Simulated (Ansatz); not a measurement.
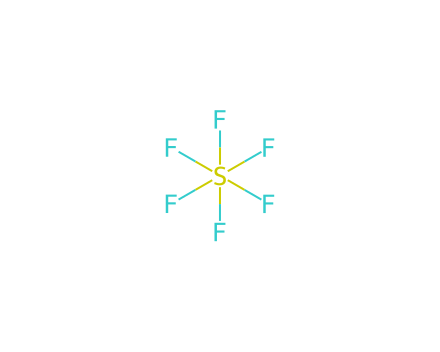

Figure made from data computed with Ansatz.

2D structure.

Transcribe the drawing into SMILES.

FS(F)(F)(F)(F)F

What is the molecular formula?

SF6.

An optimisation with PBE0-D4/def2-TZVP gave a structure of which point group?

Oh.
